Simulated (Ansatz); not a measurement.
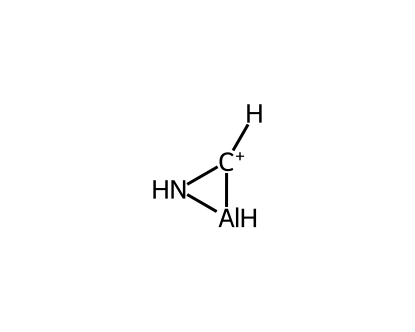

The picture comes from a calculation with Ansatz.

Skeletal drawing of a molecule. Charge +1, singlet.

> Give its SMILES.

[CH+]1[NH][AlH]1

> Give the formula, hydrogens included.

CH3AlN, charge +1.

> An optimisation with PBE0-D4/def2-TZVP gave a structure of which point group?

Cs.
